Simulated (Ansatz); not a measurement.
```xyz
12

C    -0.9878    1.5680    1.9419
C    -2.0062    1.5943    1.0834
C    -2.8688    0.4031    0.7719
F    -0.6774    0.4638    2.6351
F    -3.2524   -1.6315   -1.2197
F    -2.1925    0.6012   -1.9922
F    -0.8104   -1.0637   -0.5752
Si   -2.2764   -0.4368   -0.7662
H    -0.3331    2.4125    2.1712
H    -2.1824    2.5290    0.5455
H    -2.8398   -0.3299    1.5940
H    -3.9218    0.6960    0.6260
```

Geometry: B3LYP-D3(BJ)/def2-SVP.

Method: isolated molecule in a Gaussian basis; Kohn-Sham density functional theory, functional PBE0 (Ansatz 0.2.0).

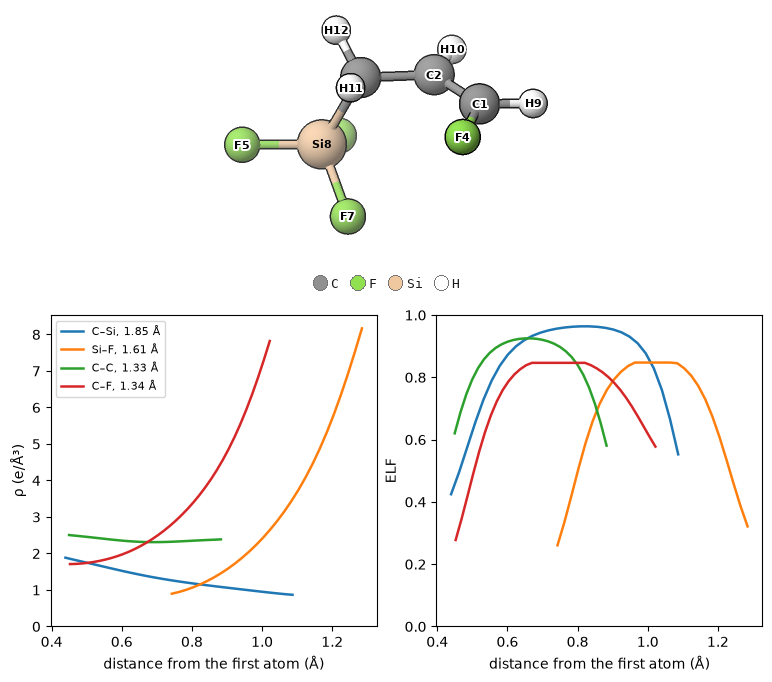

C₃H₄F₄Si. Total electron density and ELF along straight lines between neighbouring atoms. The curves leave out the atomic cores. The structure is drawn too.

What can be read from the curves?

C–Si (1.85 Å): ρ at the midpoint is about 1 e/Å³; the ELF peaks at about 0.95 between the atoms, as expected for localised, covalent bonding.
Si–F (1.61 Å): the density is about 1.1 e/Å³ at the midpoint; the ELF peaks at about 0.85 in the valence shell of F, 0.6 Å from its nucleus, and is about 0.50 at the midpoint.
C–C (1.33 Å): ρ at the midpoint is about 2.3 e/Å³; the ELF peaks at about 0.95 between the atoms (a short, multiple covalent bond).
C–F (1.34 Å): ρ at the midpoint is about 2.3 e/Å³; the ELF peaks at about 0.85 between the atoms (a polar covalent bond).
